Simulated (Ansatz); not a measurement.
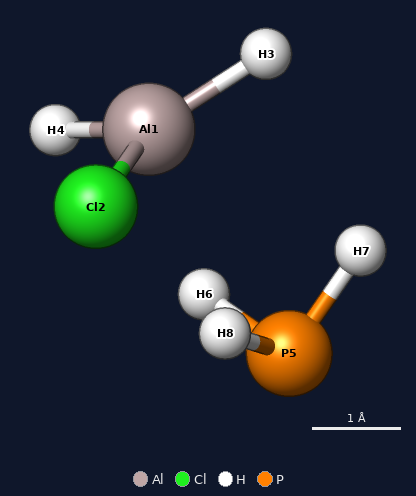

*The input geometry (ball-and-stick view, seen at a tilt; atoms are numbered from 1 in the order of the input). Sticks mark near contacts.*

Bond lengths as drawn: Al–Cl 2.14 Å, Al–H 1.59 Å and H–P 1.44 to 1.45 Å.

**AlPH$_{5}$Cl: nudged elastic band**

The run: nudged elastic band of AlPH$_{5}$Cl. Method and program: RKS PBE/def2-SVP (Ansatz 0.2.0).

It belongs to a series of runs on one base structure; here: band between the two ends. Figures and captions count atoms from 1; the log counts them from 0 in places.

The input
```yaml
crystal:
  periodic: [false, false, false]
  atoms:
    - { symbol: Al, position_ang: [0.031191, -0.003474, 0.217737] }
    - { symbol: Cl, position_ang: [-0.148886, 0.869757, 2.160512] }
    - { symbol: H, position_ang: [1.49269, -0.062819, -0.411942] }
    - { symbol: H, position_ang: [-1.323115, -0.254508, -0.582169] }
    - { symbol: P, position_ang: [0.218158, -3.172737, 1.086153] }
    - { symbol: H, position_ang: [-0.717147, -2.808054, 0.052254] }
    - { symbol: H, position_ang: [1.360798, -2.703934, 0.345774] }
    - { symbol: H, position_ang: [0.055311, -1.92523, 1.803582] }
basis:
  gaussian: { orbitals: def2-SVP }
hamiltonian:
  xc: pbe
neb:
  order_check: false
  images: 5
  f_tol: 0.05
  max_iterations: 60
  final_atoms:
    - { symbol: Al, position_ang: [0.0708905, 0.11512863, 0.08534373] }
    - { symbol: Cl, position_ang: [-0.79342916, 0.64580511, 1.99704758] }
    - { symbol: H, position_ang: [1.62167485, 0.46038941, -0.10976776] }
    - { symbol: H, position_ang: [-0.94896761, -0.00343006, -1.14267819] }
    - { symbol: P, position_ang: [0.24346829, -2.33817314, 0.76983804] }
    - { symbol: H, position_ang: [-0.98524305, -2.95834713, 1.15158858] }
    - { symbol: H, position_ang: [0.77339721, -3.39194321, -0.0422445] }
    - { symbol: H, position_ang: [0.98720897, -2.59042861, 1.96277352] }
  initial_path:
    images:
      - { positions_ang: [[0.031191, -0.003474, 0.217737], [-0.148886, 0.869757, 2.160512], [1.49269, -0.062819, -0.411942], [-1.323115, -0.254508, -0.582169], [0.218158, -3.172737, 1.086153], [-0.717147, -2.808054, 0.052254], [1.360798, -2.703934, 0.345774], [0.055311, -1.92523, 1.803582]] }
      - { positions_ang: [[0.02272617, -0.0048412, 0.13942942], [-0.09728084, 0.58910145, 2.29453195], [1.44737393, -0.0500546, -0.54032677], [-1.3304864, -0.17367515, -0.65382221], [0.17954114, -2.92938055, 1.00069148], [-0.70137682, -2.96300188, 0.02643883], [1.3904811, -2.76612833, 0.50806208], [0.05802172, -1.76301875, 1.89689623]] }
      - { positions_ang: [[0.01426134, -0.00620839, 0.06112183], [-0.04567567, 0.3084459, 2.42855189], [1.40205787, -0.0372902, -0.66871154], [-1.3378578, -0.09284229, -0.72547541], [0.14092429, -2.6860241, 0.91522996], [-0.68560665, -3.11794976, 0.00062365], [1.4201642, -2.82832266, 0.67035016], [0.06073243, -1.6008075, 1.99021046]] }
      - { positions_ang: [[0.0057965, -0.00757559, -0.01718575], [0.00592949, 0.02779036, 2.56257184], [1.3567418, -0.02452581, -0.79709632], [-1.34522921, -0.01200944, -0.79712862], [0.10230743, -2.44266765, 0.82976844], [-0.66983647, -3.27289764, -0.02519152], [1.4498473, -2.89051698, 0.83263825], [0.06344315, -1.43859625, 2.0835247]] }
      - { positions_ang: [[0.0274945, 0.03332582, 0.01699074], [-0.26052339, 0.23379527, 2.37406375], [1.44505282, 0.1371126, -0.5679868], [-1.21314201, -0.00914964, -0.91231181], [0.14936105, -2.40783614, 0.80979164], [-0.774972, -3.16804747, 0.36706851], [1.22436394, -3.05765906, 0.54101066], [0.37136509, -1.82254037, 2.0432743]] }
      - { positions_ang: [[0.0491925, 0.07422722, 0.05116724], [-0.52697627, 0.43980019, 2.18555566], [1.53336384, 0.298751, -0.33887728], [-1.08105481, -0.00628985, -1.027495], [0.19641467, -2.37300464, 0.78981484], [-0.88010752, -3.0631973, 0.75932854], [0.99888057, -3.22480114, 0.24938308], [0.67928703, -2.20648449, 2.00302391]] }
      - { positions_ang: [[0.0708905, 0.11512863, 0.08534373], [-0.79342916, 0.64580511, 1.99704758], [1.62167485, 0.46038941, -0.10976776], [-0.94896761, -0.00343006, -1.14267819], [0.24346829, -2.33817314, 0.76983804], [-0.98524305, -2.95834713, 1.15158858], [0.77339721, -3.39194321, -0.0422445], [0.98720897, -2.59042861, 1.96277352]] }
```

Launch command:
```bash
ansatz run input.yaml --threads 1 --pin off --max-ram 2048MiB --backend cpu --events-out ev --progress --plain --runs-dir out
```

The program's output
```
Engine: ansatz 0.2.0, aarch64-unknown-linux-gnu
Functional definition: PBE
  parameter kappa = 0.804
  parameter beta = 0.06672455060314922
  exchange = pbe_x(kappa = kappa, mu = beta*pi^2/3)
  correlation = pbe_c(beta = beta)
885 factors; their error is unknown
mean field evaluation 1: about -28467.0739 eV, gradient 1.8e1 eV
mean field evaluation 2: about -28467.7016 eV, gradient 1.4e1 eV
mean field evaluation 4: about -28468.2568 eV, gradient 7.2e-1 eV
mean field evaluation 8: about -28468.2256 eV, gradient 1.4e-2 eV
mean field -28468.22562120 eV, -1046.1879951228 hartree, gradient 2.9e-5 eV, S^2 0.000000; 0 other end points of the search recorded, 0 dependent functions left out
the calculation of the forces begins
reference -28468.22565796 eV, -1046.1879964738 hartree; 25, 25 occupied and 54, 54 virtual orbitals, 885 factors
885 factors; their error is unknown
mean field evaluation 16: about -28468.1547 eV, gradient 1.4e1 eV
mean field -28468.72269309 eV, -1046.2062621776 hartree, gradient 2.7e-5 eV, S^2 0.000000; 0 other end points of the search recorded, 0 dependent functions left out
[... from here on the field's lines of each further geometry are left out, up to the last ...]
NEB iter   1: max|band force component| = 5.147e0 eV/Å  barrier→ = 1.6658 eV  barrier← = 2.1629 eV  Δτ_max = 0.1986 Å  (163 SCF iters)
NEB iter   2: max|band force component| = 2.304e0 eV/Å  barrier→ = 1.2937 eV  barrier← = 1.7908 eV  Δτ_max = 0.1936 Å  (141 SCF iters)
NEB iter   3: max|band force component| = 8.959e-1 eV/Å  barrier→ = 0.9700 eV  barrier← = 1.4671 eV  Δτ_max = 0.2000 Å  (131 SCF iters)
NEB iter   4: max|band force component| = 1.405e0 eV/Å  barrier→ = 0.5164 eV  barrier← = 1.0135 eV  Δτ_max = 0.1003 Å  (136 SCF iters)
NEB iter   5: max|band force component| = 1.233e0 eV/Å  barrier→ = 0.3005 eV  barrier← = 0.7976 eV  Δτ_max = 0.1013 Å  (126 SCF iters)
NEB iter   6: max|band force component| = 1.214e0 eV/Å  barrier→ = 0.1501 eV  barrier← = 0.6472 eV  Δτ_max = 0.1924 Å  (126 SCF iters)
NEB iter   7: max|band force component| = 7.780e-1 eV/Å  barrier→ = 0.1140 eV  barrier← = 0.6110 eV  Δτ_max = 0.1981 Å  (125 SCF iters)
NEB iter   8: max|band force component| = 2.170e0 eV/Å  barrier→ = 0.0848 eV  barrier← = 0.5819 eV  CI = image 2  Δτ_max = 0.1987 Å  (124 SCF iters)
NEB iter   9: max|band force component| = 1.189e0 eV/Å  barrier→ = 0.3808 eV  barrier← = 0.8779 eV  CI = image 2  Δτ_max = 0.1981 Å  (124 SCF iters)
NEB iter  10: max|band force component| = 1.302e0 eV/Å  barrier→ = 0.6532 eV  barrier← = 1.1503 eV  CI = image 2  Δτ_max = 0.2000 Å  (122 SCF iters)
NEB iter  11: max|band force component| = 6.879e-1 eV/Å  barrier→ = 0.8251 eV  barrier← = 1.3222 eV  CI = image 2  Δτ_max = 0.1983 Å  (127 SCF iters)
NEB iter  12: max|band force component| = 6.013e-1 eV/Å  barrier→ = 0.8857 eV  barrier← = 1.3828 eV  CI = image 2  Δτ_max = 0.1993 Å  (124 SCF iters)
NEB iter  13: max|band force component| = 3.068e-1 eV/Å  barrier→ = 0.8442 eV  barrier← = 1.3413 eV  CI = image 2  Δτ_max = 0.1975 Å  (126 SCF iters)
NEB iter  14: max|band force component| = 1.268e-1 eV/Å  barrier→ = 0.8327 eV  barrier← = 1.3298 eV  CI = image 2  Δτ_max = 0.0912 Å  (118 SCF iters)
NEB iter  15: max|band force component| = 8.370e-2 eV/Å  barrier→ = 0.8286 eV  barrier← = 1.3257 eV  CI = image 2  Δτ_max = 0.0694 Å  (116 SCF iters)
NEB iter  16: max|band force component| = 6.504e-2 eV/Å  barrier→ = 0.8276 eV  barrier← = 1.3247 eV  CI = image 2  Δτ_max = 0.0860 Å  (120 SCF iters)
NEB iter  17: max|band force component| = 7.296e-2 eV/Å  barrier→ = 0.8269 eV  barrier← = 1.3240 eV  CI = image 2  Δτ_max = 0.0431 Å  (126 SCF iters)
NEB iter  18: max|band force component| = 5.258e-2 eV/Å  barrier→ = 0.8266 eV  barrier← = 1.3237 eV  CI = image 2  Δτ_max = 0.0431 Å  (115 SCF iters)
NEB iter  19: max|band force component| = 3.800e-2 eV/Å  barrier→ = 0.8263 eV  barrier← = 1.3234 eV  CI = image 2  Δτ_max = 0.0254 Å  (119 SCF iters)
NEB iter  20: max|band force component| = 7.708e-2 eV/Å  barrier→ = 0.8261 eV  barrier← = 1.3232 eV  CI = image 2  Δτ_max = 0.0430 Å  (25 SCF iters)
NEB iter  21: max|band force component| = 1.891e-1 eV/Å  barrier→ = 0.8261 eV  barrier← = 1.3232 eV  CI = image 2  Δτ_max = 0.0216 Å  (120 SCF iters)
NEB iter  22: max|band force component| = 9.588e-2 eV/Å  barrier→ = 0.8257 eV  barrier← = 1.3228 eV  CI = image 2  Δτ_max = 0.0431 Å  (121 SCF iters)
NEB iter  23: max|band force component| = 6.099e-2 eV/Å  barrier→ = 0.8256 eV  barrier← = 1.3227 eV  CI = image 2  Δτ_max = 0.0864 Å  (122 SCF iters)
the calculation of the forces begins
reference -28468.67609884 eV, -1046.2045498708 hartree; 25, 25 occupied and 54, 54 virtual orbitals, 885 factors
885 factors; their error is unknown
mean field -28467.40002912 eV, -1046.1576551733 hartree, gradient 1.0e-5 eV, S^2 0.000000; 1 other end points of the search recorded, 0 dependent functions left out
the calculation of the forces begins
reference -28467.40006729 eV, -1046.1576565760 hartree; 25, 25 occupied and 54, 54 virtual orbitals, 885 factors
NEB iter  24: max|band force component| = 4.605e-2 eV/Å  barrier→ = 0.8256 eV  barrier← = 1.3227 eV  CI = image 2  Δτ_max = 0.0000 Å  (237 SCF iters)
```

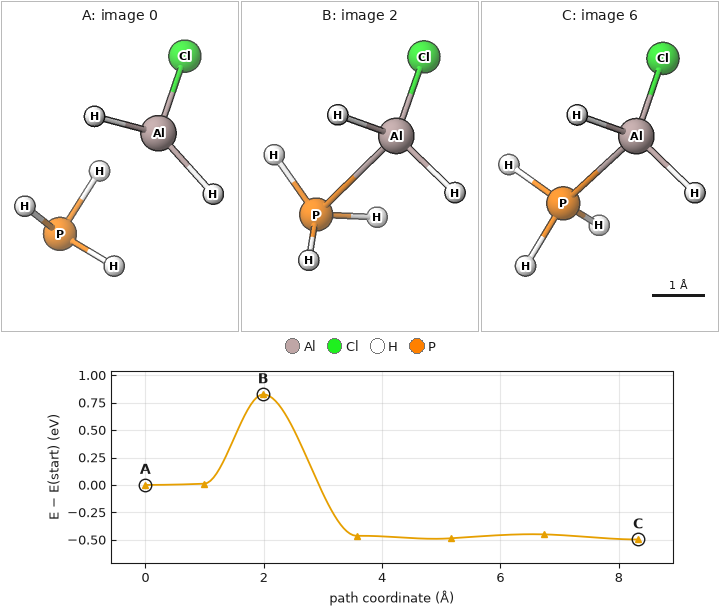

*Images of the last band (counted from 0; ball-and-stick, seen at a tilt) above the energy along the path; the line is a cubic interpolation that uses the forces.*

The highest image is number 2, 0.826 eV above the start and 1.323 eV above the end (the climbing image); the end lies 0.497 eV below the start. The path is 8.33 Å long. The band converged in 24 iterations.

```
Total energy: -28467.40006729 eV, -1046.1576565760 hartree
Atom 0 at     0.066034    -0.109526     0.179074 Å, force    -0.000994     0.002421    -0.004431 eV/Å
Atom 1 at     0.618819     0.727290     2.090902 Å, force     0.000674    -0.002032     0.001074 eV/Å
Atom 2 at     1.218194    -0.141785    -0.934640 Å, force    -0.000159    -0.001447    -0.000210 eV/Å
Atom 3 at    -1.488393    -0.023525    -0.202366 Å, force    -0.000573     0.000314     0.000767 eV/Å
Atom 4 at     0.141496    -2.725111     0.915719 Å, force     0.002310    -0.002328    -0.004488 eV/Å
Atom 5 at    -0.292256    -3.009823    -0.390593 Å, force     0.002651     0.003322     0.004289 eV/Å
Atom 6 at     1.504064    -2.468045     1.140731 Å, force    -0.002846     0.000117     0.001150 eV/Å
Atom 7 at    -0.798958    -2.310476     1.873075 Å, force    -0.001063    -0.000368     0.001849 eV/Å
Dipole moment:    -0.054084    -0.919960    -0.049536 e Å
this run last wrote the band of iteration 24 to [file]; this run last wrote the band within `neb.f_tol` of iteration 19 to [file]
```

The last band as extended XYZ (Å, eV, eV/Å)
```
8
Properties=species:S:1:pos:R:3:forces:R:3 image=0 energy=-28468.22562
Al    0.0312   -0.0035    0.2177    0.0010  -0.0014  -0.0076
Cl   -0.1489    0.8698    2.1605   -0.0001   0.0032   0.0039
H     1.4927   -0.0628   -0.4119   -0.0016   0.0008   0.0024
H    -1.3231   -0.2545   -0.5822    0.0021  -0.0009   0.0019
P     0.2182   -3.1727    1.0862    0.0021  -0.0031  -0.0082
H    -0.7171   -2.8081    0.0523   -0.0003  -0.0019   0.0023
H     1.3608   -2.7039    0.3458   -0.0014  -0.0015   0.0007
H     0.0553   -1.9252    1.8036   -0.0017   0.0048   0.0045
8
Properties=species:S:1:pos:R:3:forces:R:3 image=1 energy=-28468.21399
Al    0.0286   -0.0051    0.1932   -0.0013   0.0032   0.0013
Cl    0.2456    0.8384    2.1424   -0.0074   0.0024  -0.0008
H     1.3516   -0.1749   -0.6770    0.0029  -0.0016   0.0057
H    -1.4568   -0.1461   -0.3649    0.0017  -0.0026  -0.0028
P     0.1279   -3.1918    1.0253   -0.0024  -0.0164   0.0035
H    -0.3800   -2.7230   -0.2405   -0.0042   0.0075   0.0032
H     1.4270   -2.6028    0.8310    0.0007  -0.0025  -0.0093
H    -0.3750   -2.0558    1.7624    0.0099   0.0101  -0.0008
8
Properties=species:S:1:pos:R:3:forces:R:3 image=2 energy=-28467.40003
Al    0.0660   -0.1095    0.1791   -0.0010   0.0024  -0.0044
Cl    0.6188    0.7273    2.0909    0.0007  -0.0020   0.0011
H     1.2182   -0.1418   -0.9346   -0.0002  -0.0014  -0.0002
H    -1.4884   -0.0235   -0.2024   -0.0006   0.0003   0.0008
P     0.1415   -2.7251    0.9157    0.0023  -0.0023  -0.0045
H    -0.2923   -3.0098   -0.3906    0.0027   0.0033   0.0043
H     1.5041   -2.4680    1.1407   -0.0028   0.0001   0.0011
H    -0.7990   -2.3105    1.8731   -0.0011  -0.0004   0.0018
8
Properties=species:S:1:pos:R:3:forces:R:3 image=3 energy=-28468.68934
Al    0.0257    0.1356    0.0774   -0.0082  -0.0560   0.0051
Cl    0.9424    0.9048    1.8711   -0.0078  -0.0003   0.0186
H     0.9572    0.0643   -1.2225    0.0079  -0.0175   0.0102
H    -1.5672    0.2688   -0.0113   -0.0009  -0.0017  -0.0108
P     0.1269   -2.3656    0.8072   -0.0121   0.0069   0.0178
H     0.3516   -3.4411   -0.1119   -0.0146   0.0265   0.0032
H     1.1301   -2.7003    1.7689    0.0129   0.0080  -0.0320
H    -0.9975   -2.9274    1.4929    0.0228   0.0342  -0.0122
8
Properties=species:S:1:pos:R:3:forces:R:3 image=4 energy=-28468.71192
Al    0.0026    0.1060    0.0683    0.0084   0.0090   0.0267
Cl    0.3349    0.8227    2.0826    0.0105   0.0036  -0.0158
H     1.2617    0.1791   -0.9175   -0.0043  -0.0030  -0.0119
H    -1.5083    0.1330   -0.4592   -0.0083   0.0000   0.0089
P     0.1717   -2.3443    0.7868   -0.0042  -0.0014  -0.0216
H    -0.3025   -3.4443    0.0028    0.0164  -0.0068  -0.0024
H     1.4753   -2.8472    1.0855    0.0027   0.0053   0.0159
H    -0.4664   -2.6660    2.0225   -0.0213  -0.0067   0.0002
8
Properties=species:S:1:pos:R:3:forces:R:3 image=5 energy=-28468.67606
Al    0.0170    0.1301    0.0983   -0.0044  -0.0013  -0.0039
Cl   -0.2720    0.9266    2.0810   -0.0062   0.0019   0.0034
H     1.4793    0.3058   -0.5298    0.0018  -0.0006   0.0048
H    -1.2967   -0.0021   -0.8078    0.0055   0.0011  -0.0027
P     0.2214   -2.3595    0.7973    0.0029   0.0001  -0.0009
H    -0.8147   -3.2870    0.4624   -0.0040   0.0011   0.0055
H     1.3381   -3.1463    0.3722   -0.0037  -0.0043  -0.0049
H     0.2966   -2.6286    2.1983    0.0080   0.0021  -0.0013
8
Properties=species:S:1:pos:R:3:forces:R:3 image=6 energy=-28468.72269
Al    0.0709    0.1151    0.0853    0.0015  -0.0007   0.0002
Cl   -0.7934    0.6458    1.9970   -0.0030   0.0025   0.0048
H     1.6217    0.4604   -0.1098    0.0027   0.0011  -0.0002
H    -0.9490   -0.0034   -1.1427   -0.0009  -0.0022  -0.0015
P     0.2435   -2.3382    0.7698   -0.0011   0.0004  -0.0055
H    -0.9852   -2.9583    1.1516    0.0014   0.0004   0.0005
H     0.7734   -3.3919   -0.0422   -0.0010  -0.0010   0.0034
H     0.9872   -2.5904    1.9628    0.0003  -0.0004  -0.0017
```

Results in brief

```tsv
quantity	value
outcome	converged
barrier, forward	0.826 eV
barrier, backward	1.323 eV
hardware	1 thread of Arm Neoverse V1, 24 GiB of memory available, shared host
wall time	4.1 min
peak memory	0.14 GiB
```

Notes

The order of the saddle point was not checked.
